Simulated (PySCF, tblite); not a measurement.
**C4H6N2: a rotation path, then NMR shifts on frames**

How do NMR shifts of C4H6N2 (`C=NCCC#N`) change as the atoms move?

Computed with tblite 0.8.0 and PySCF 2.14.0, with density-fitted response routines of our own, on a single molecule in the gas phase. Atoms are numbered from 0 throughout.

## (1) Starting geometry

12 atoms, charge 0, multiplicity 1; geometry from: GFN2-xTB.

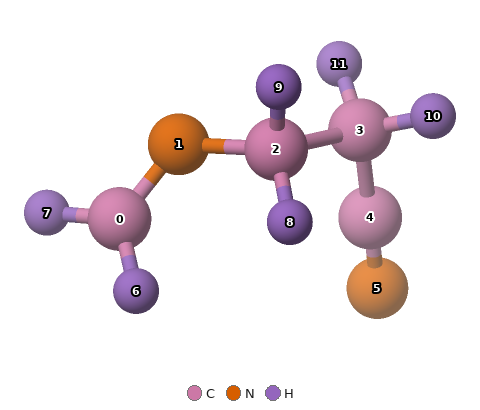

As it starts; carbon pink, nitrogen orange, hydrogen purple, atoms numbered.

## (2) A band between two rotamers with GFN2-xTB

Job settings and geometry (Å):

```
{"job": {"kind": "neb", "xc": "GFN2-xTB", "basis": "xTB", "atoms": [1, 2, 3, 4], "turn": 120}, "charge": 0, "multiplicity": 1}
C     -1.875752    -0.708514     0.163509
N     -1.143860     0.061035    -0.494993
C     -0.120755     0.825160     0.153750
C      1.239722     0.466162    -0.468196
C      1.650909    -0.849169    -0.049452
N      1.959274    -1.890024     0.307831
H     -1.808043    -0.849043     1.248078
H     -2.630441    -1.273214    -0.362568
H     -0.091666     0.671075     1.245915
H     -0.327212     1.879618    -0.053921
H      1.998968     1.188748    -0.158874
H      1.150054     0.477480    -1.557105
```

Method: GFN2-xTB climbing-image nudged elastic band, gas phase.

On the command line:

```console
OMP_NUM_THREADS=1 python probes_run.py task.json out
```

One launch serves the whole session: the jobs run in the order shown.

The log of the run:

```text
image   E - E0 / eV
  0       0.0000
  1       0.0180
  2       0.0753
  3       0.1422
  4       0.1789
  5       0.1673
  6       0.1230
  7       0.0803
  8       0.0628
```

Run time: 1.7 s. Hardware: 1 thread, shared host.

The final band, with the dihedral N1–C2–C3–C4:

```tsv
image	dihedral (°)	energy (eV)	energy (kcal/mol)
0	-73	0.000	0.0
1	-56	0.018	0.4
2	-39	0.075	1.7
3	-21	0.142	3.3
4	-3	0.179	4.1
5	14	0.167	3.9
6	32	0.123	2.8
7	49	0.080	1.9
8	66	0.063	1.4
```

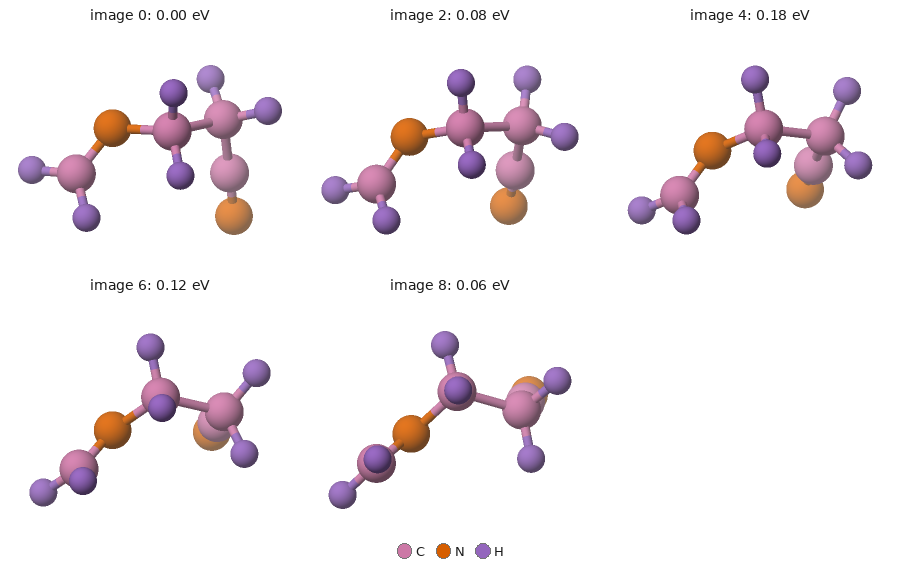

Images along the band.

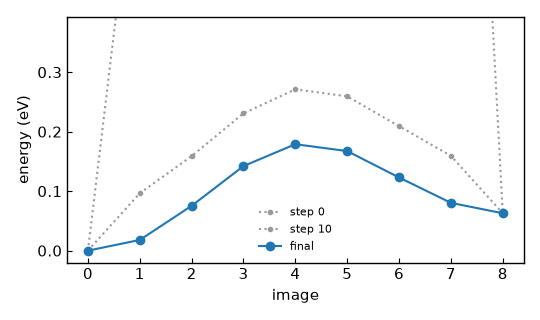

Energy along the band, early and final.

## (3) Shielding tensors: image 0, PBE0/pcSseg-1

Job settings and geometry (Å):

```
{"job": {"kind": "nmr", "xc": "PBE0", "basis": "pcSseg-1", "pop": false}, "charge": 0, "multiplicity": 1}
C     -1.875800    -0.708500     0.163500
N     -1.143900     0.061000    -0.495000
C     -0.120800     0.825200     0.153800
C      1.239700     0.466200    -0.468200
C      1.650900    -0.849200    -0.049500
N      1.959300    -1.890000     0.307800
H     -1.808000    -0.849000     1.248100
H     -2.630400    -1.273200    -0.362600
H     -0.091700     0.671100     1.245900
H     -0.327200     1.879600    -0.053900
H      1.999000     1.188700    -0.158900
H      1.150100     0.477500    -1.557100
```

Method: GIAO PBE0/pcSseg-1 NMR shielding, non-relativistic, gas phase.

The log of the run:

```text
coarse grid: 10192 points
cycle   1  E = -265.0605777299  dE =  7.565e-01  |g| = 4.454e-01  |ddm| = 3.080e+00
cycle   2  E = -264.9316937849  dE =  1.289e-01  |g| = 8.996e-01  |ddm| = 1.125e+00
cycle   3  E = -265.1088368129  dE = -1.771e-01  |g| = 9.566e-02  |ddm| = 7.027e-01
cycle   4  E = -265.1103322398  dE = -1.495e-03  |g| = 5.743e-02  |ddm| = 1.129e-01
cycle   5  E = -265.1109687296  dE = -6.365e-04  |g| = 2.020e-02  |ddm| = 4.618e-02
cycle   6  E = -265.1110565752  dE = -8.785e-05  |g| = 2.582e-03  |ddm| = 1.390e-02
cycle   7  E = -265.1110580375  dE = -1.462e-06  |g| = 6.426e-04  |ddm| = 2.290e-03
final grid: 99048 points
cycle   8  E = -265.1447278472  dE = -2.626e-05  |g| = 6.219e-03  |ddm| = 2.122e-02
cycle   9  E = -265.1447270336  dE =  8.136e-07  |g| = 6.600e-03  |ddm| = 1.116e-02
cycle  10  E = -265.1447373317  dE = -1.030e-05  |g| = 1.456e-03  |ddm| = 5.842e-03
cycle  11  E = -265.1447377949  dE = -4.631e-07  |g| = 2.301e-04  |ddm| = 1.024e-03
cycle  12  E = -265.1447378036  dE = -8.694e-09  |g| = 1.059e-04  |ddm| = 1.767e-04
cycle  13  E = -265.1447378053  dE = -1.770e-09  |g| = 5.716e-05  |ddm| = 9.083e-05
cycle  14  E = -265.1447378060  dE = -6.744e-10  |g| = 8.964e-06  |ddm| = 4.266e-05
converged SCF energy = -265.1447378060

GIAO shielding tensors (ppm)
atom      isotropic    diamagn.    paramagn.     s11        s22        s33       span
  0 C       27.115     254.785    -227.670    -71.768     36.472    116.642    188.410
  1 N     -133.971     328.167    -462.139   -502.463   -152.666    253.215    755.677
  2 C      122.843     247.734    -124.891    102.683    112.425    153.421     50.738
  3 C      166.416     249.438     -83.022    156.344    166.137    176.766     20.422
  4 C       63.529     261.056    -197.527    -54.206    -46.875    291.669    345.876
  5 N      -32.920     340.470    -373.390   -206.378   -195.484    303.102    509.479
  6 H       23.861      31.350      -7.489     20.539     24.406     26.637      6.098
  7 H       24.274      29.615      -5.341     22.902     23.846     26.074      3.171
  8 H       28.516      31.955      -3.438     25.421     28.108     32.020      6.599
  9 H       27.449      29.885      -2.436     24.418     25.923     32.005      7.586
 10 H       29.251      27.903       1.348     24.547     27.826     35.380     10.832
 11 H       28.822      28.509       0.313     24.765     27.228     34.472      9.707
```

It took 10 s on 1 thread, shared host.

Shifts follow as δ = σ(reference) − σ, with reference shieldings (ppm) from runs at the same level and on the same kind of geometry: 1H TMS 31.72, 13C TMS 186.9, 15N NH3 267.7. The references are single molecules in the gas phase, so shifts against H2O, NH3, PH3, H3PO4 or CFCl3 are not on the usual liquid scales and can be off by tens of ppm. Each atom is listed at this fixed geometry, with no averaging over motion; a spectrum would average atoms that exchange fast.

```tsv
atoms	environment	σ (ppm)	δ (ppm)
C0	C=N carbon	27.1	159.8
C4	nitrile carbon	63.5	123.4
C2	sp3 CH2 bonded to N	122.8	64.1
C3	sp3 CH2 α to a nitrile	166.4	20.5
H6	hydrogen on a C=N carbon	23.86	7.86
H7	hydrogen on a C=N carbon	24.27	7.44
H9	hydrogen on an sp3 CH2 bonded to N	27.45	4.27
H8	hydrogen on an sp3 CH2 bonded to N	28.52	3.20
H11	hydrogen on an sp3 CH2 α to a nitrile	28.82	2.90
H10	hydrogen on an sp3 CH2 α to a nitrile	29.25	2.47
N1	imine nitrogen	-134.0	401.7
N5	nitrile nitrogen	-32.9	300.6
```

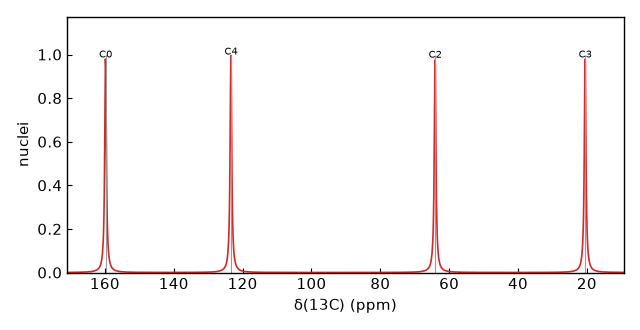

13C lines at the computed shifts, without couplings. Lines are broadened to a width of 0.56 ppm (Lorentzian).

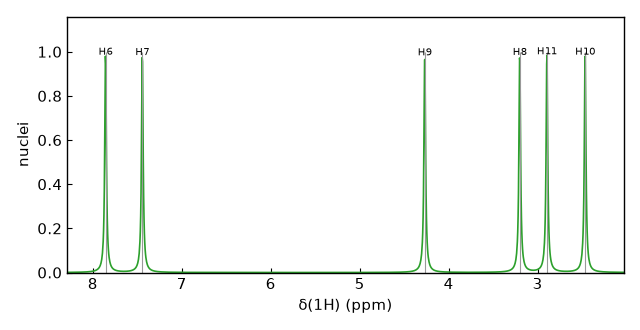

1H lines at the computed shifts, without couplings. Lines are broadened to a width of 0.02 ppm (Lorentzian).

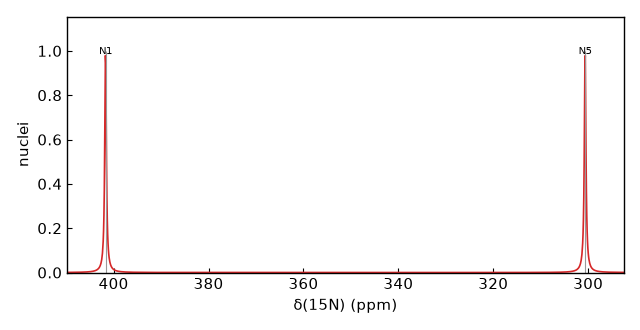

15N lines at the computed shifts, without couplings. Lines are broadened to a width of 0.40 ppm (Lorentzian).

The fields below are evaluated on a grid from the run's orbitals.

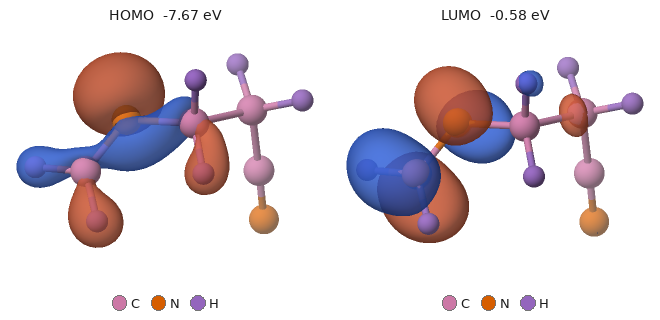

PBE0/pcSseg-1 orbitals near the gap, drawn at the value that encloses 70 % of each; the two colours are the two signs.

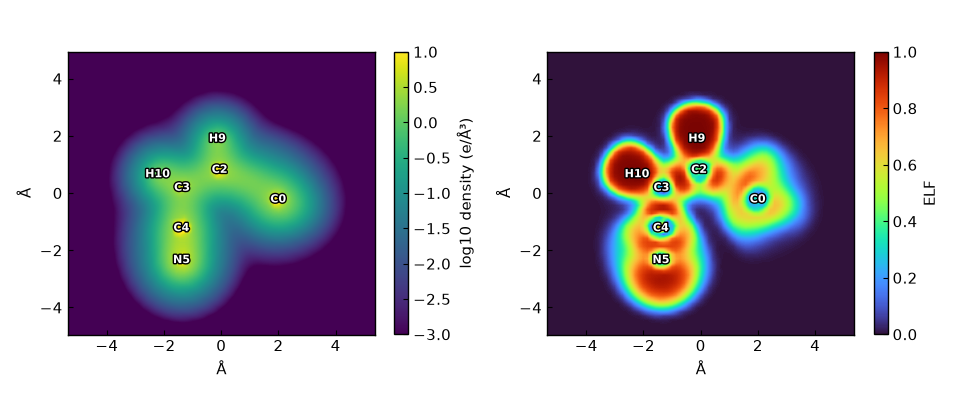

Density (left) and ELF (right) in a plane through or near 7 of the atoms.

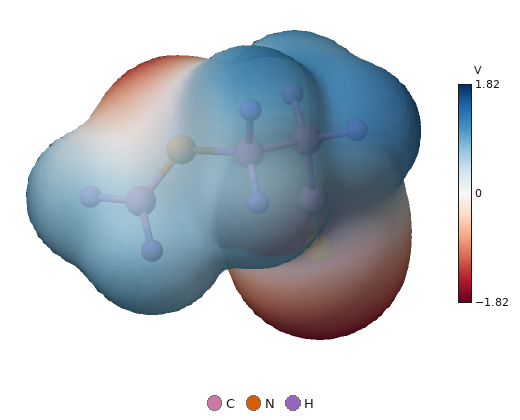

The potential that a unit positive charge feels on the 0.002 e/bohr³ surface, from the 1st to the 99th percentile, from -1.82 V near N5 to 1.35 V near H10.

## (4) NMR shieldings: image 2, PBE0/pcSseg-1

Job settings and geometry (Å):

```
{"job": {"kind": "nmr", "xc": "PBE0", "basis": "pcSseg-1", "pop": false}, "charge": 0, "multiplicity": 1}
C     -1.774700    -0.778000     0.302900
N     -1.063500    -0.116400    -0.483300
C     -0.163800     0.878000     0.026200
C      1.286400     0.509100    -0.352800
C      1.483900    -0.915500    -0.250300
N      1.623700    -2.046100    -0.163300
H     -1.785900    -0.644000     1.392700
H     -2.430200    -1.532100    -0.105200
H     -0.245900     0.997100     1.120600
H     -0.422600     1.826400    -0.454700
H      1.987200     1.009700     0.320100
H      1.506500     0.811100    -1.378900
```

Method: GIAO PBE0/pcSseg-1 NMR shielding, non-relativistic, gas phase.

The log of the run:

```text
coarse grid: 10192 points
cycle   1  E = -265.0550727803  dE =  7.558e-01  |g| = 4.498e-01  |ddm| = 3.087e+00
cycle   2  E = -264.9233020583  dE =  1.318e-01  |g| = 9.076e-01  |ddm| = 1.167e+00
cycle   3  E = -265.1046250485  dE = -1.813e-01  |g| = 9.917e-02  |ddm| = 7.286e-01
cycle   4  E = -265.1062037035  dE = -1.579e-03  |g| = 6.062e-02  |ddm| = 1.186e-01
cycle   5  E = -265.1069158170  dE = -7.121e-04  |g| = 2.032e-02  |ddm| = 4.771e-02
cycle   6  E = -265.1070048439  dE = -8.903e-05  |g| = 2.640e-03  |ddm| = 1.383e-02
cycle   7  E = -265.1070063768  dE = -1.533e-06  |g| = 6.492e-04  |ddm| = 2.352e-03
final grid: 99048 points
cycle   8  E = -265.1408225800  dE = -2.578e-05  |g| = 6.183e-03  |ddm| = 2.228e-02
cycle   9  E = -265.1408212257  dE =  1.354e-06  |g| = 6.733e-03  |ddm| = 1.131e-02
cycle  10  E = -265.1408318502  dE = -1.062e-05  |g| = 1.708e-03  |ddm| = 6.042e-03
cycle  11  E = -265.1408324772  dE = -6.270e-07  |g| = 2.921e-04  |ddm| = 1.197e-03
cycle  12  E = -265.1408324886  dE = -1.138e-08  |g| = 1.753e-04  |ddm| = 2.439e-04
cycle  13  E = -265.1408324948  dE = -6.233e-09  |g| = 4.074e-05  |ddm| = 1.239e-04
cycle  14  E = -265.1408324952  dE = -3.387e-10  |g| = 8.632e-06  |ddm| = 3.528e-05
converged SCF energy = -265.1408324952

GIAO shielding tensors (ppm)
atom      isotropic    diamagn.    paramagn.     s11        s22        s33       span
  0 C       26.324     254.857    -228.532    -72.717     36.412    115.277    187.994
  1 N     -134.255     328.325    -462.579   -511.710   -156.308    265.255    776.965
  2 C      125.591     246.911    -121.321    102.326    113.591    160.855     58.530
  3 C      166.977     249.427     -82.450    149.230    173.234    178.466     29.237
  4 C       65.680     261.295    -195.614    -48.884    -45.707    291.632    340.516
  5 N      -38.492     340.546    -379.038   -211.033   -199.265    294.821    505.854
  6 H       23.847      31.218      -7.370     20.418     24.448     26.676      6.258
  7 H       24.156      29.968      -5.812     22.846     23.602     26.020      3.174
  8 H       28.651      31.565      -2.915     25.064     28.038     32.850      7.786
  9 H       27.371      29.604      -2.233     24.816     25.503     31.794      6.978
 10 H       29.332      28.187       1.145     25.133     27.451     35.411     10.278
 11 H       28.713      28.005       0.708     23.976     27.560     34.602     10.626
```

It took 7.3 s on 1 thread, shared host.

This run: δ C0 160.6, C4 121.2, C2 61.3, C3 19.9, H6 7.87, H7 7.56 ppm.

(Part 1 of 2 ends here.)
